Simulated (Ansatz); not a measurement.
# H$_{4}$N$_{2}$O$_{2}$W: what the fields show

Input file:

```
crystal:
  periodic: [false, false, false]
  atoms:
    - {symbol: N, position_ang: [-1.093028, 1.224570, -0.336675]}
    - {symbol: W, position_ang: [0.312006, -0.106475, -0.539790]}
    - {symbol: N, position_ang: [0.641192, -1.070374, 1.118398]}
    - {symbol: O, position_ang: [-0.206391, -1.240687, -1.710838]}
    - {symbol: O, position_ang: [1.752463, 0.713082, -0.963984]}
    - {symbol: H, position_ang: [-0.920512, 2.196046, -0.130107]}
    - {symbol: H, position_ang: [-2.060800, 1.058706, -0.564943]}
    - {symbol: H, position_ang: [0.217358, -1.956086, 1.346608]}
    - {symbol: H, position_ang: [1.357713, -0.818773, 1.781340]}
basis:
  gaussian: {orbitals: def2-TZVPP}
hamiltonian: {xc: pbe0, dispersion: d4}
output: {orbitals: {seedname: orbitals}}
```

Run with:

```sh
ansatz run in.yaml --threads 4 --pin off --events-out ev --progress --plain --max-ram 10444MiB
```

Geometry: PBE0-D4/def2-TZVP; core potentials replace the inner electrons of W.

Theory: RKS PBE0-D4/def2-TZVPP (Ansatz).

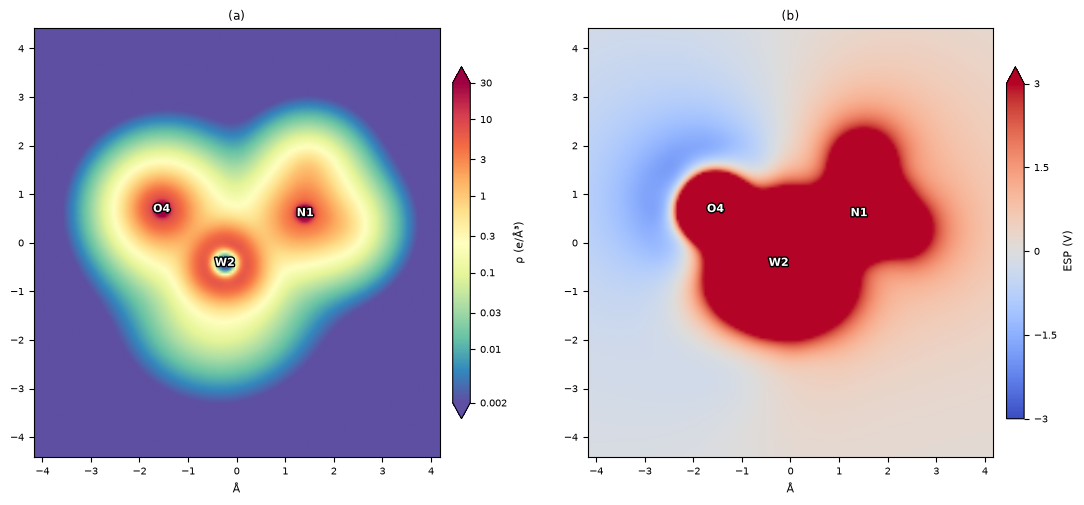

Figure 1. (a) electron density; (b) electrostatic potential on the plane of atoms N1, W2 and O4.

**Interpret the plot.**

Atoms in the plane: N, W and O. W–O (1.71 Å): ρ at the midpoint is about 1.8 e/Å³. W–N (1.95 Å): the density is about 1.1 e/Å³ at the midpoint. Outside the dense part of the molecule the potential is most negative (−1.8 V) near O4.

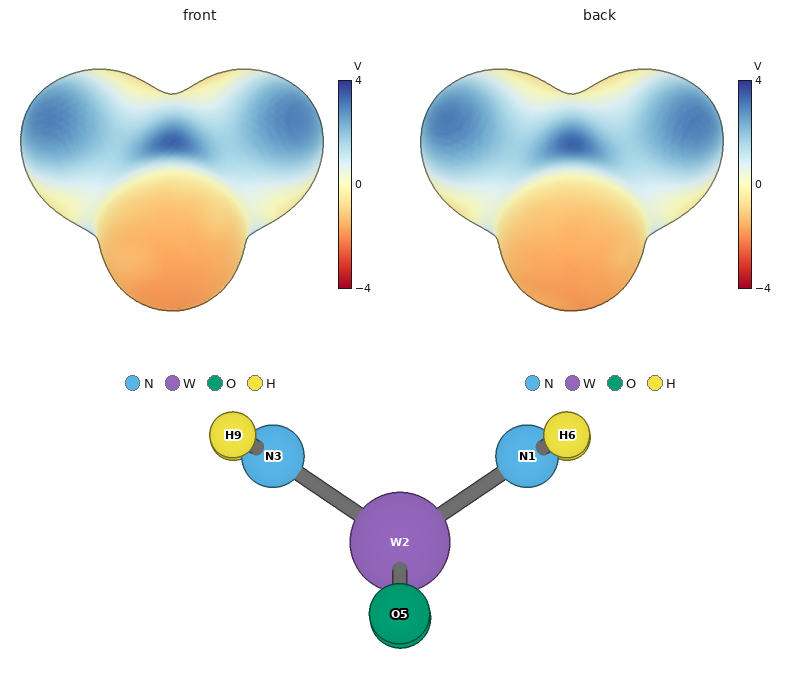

Figure 2. The electrostatic potential painted on the density surface at 0.004 e/bohr³, seen from the front and from behind; red is negative and blue positive. The bare structure is drawn below in the same view.

**Describe the electrostatic potential map.**

The most negative region (about −1.8 V) lies over O4 and O5, the most positive (about +3.3 V) over W2.

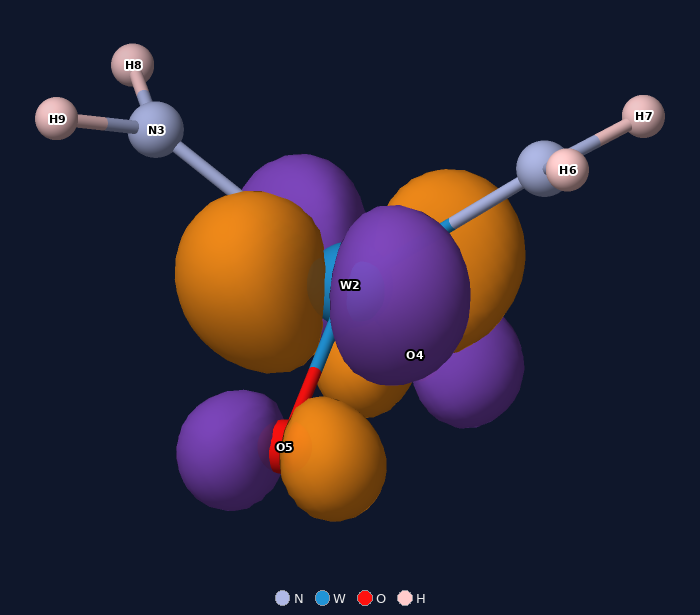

Figure 3. The LUMO at ±0.2 Å⁻³ᐟ² (orange and purple are the two phases), seen at a tilt.

**Where does this orbital lie, and at what energy?**

It lies mainly on W2 (about 55 %), O4 (about 15 %) and O5 (about 15 %). Its energy is −1.17 eV.
